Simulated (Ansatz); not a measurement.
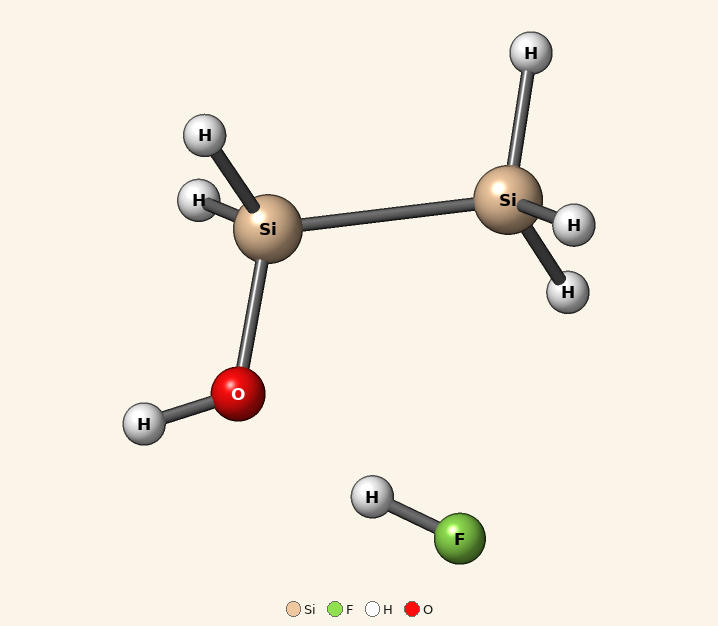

Sticks follow a distance rule. Harmonic vibrations computed with RKS PBE0-D4/def2-TZVP (Ansatz 0.2.0) at a stationary point of the same level.

Question: Is this a minimum or a saddle point?

Answer: A minimum: no imaginary frequency, and the lowest mode lies at 31 cm⁻¹.

Question: How many vibrational modes are there, and where do they lie?

Answer: 27 modes: 31, 48, 137, 155, 170, 267, 359, 414, 515, 613, 668, 729, 743, 819, 835, 906, 929, 935, 963, 995, 2203, 2207, 2216, 2243, 2255, 3653, 3908 cm⁻¹.
